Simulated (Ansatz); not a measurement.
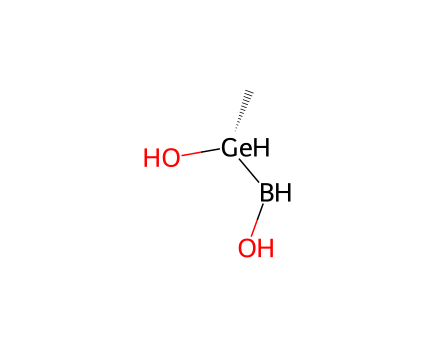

(Drawn from a calculation with Ansatz.)

2D structure.

Question: Write the SMILES.

Answer: [CH3][Ge@@H]([OH])[BH]O

Question: What is the molecular formula?

Answer: CH7BGeO2.

Question: An optimisation with PBE-D4/def2-SVP gave a structure of which point group?

Answer: C1.
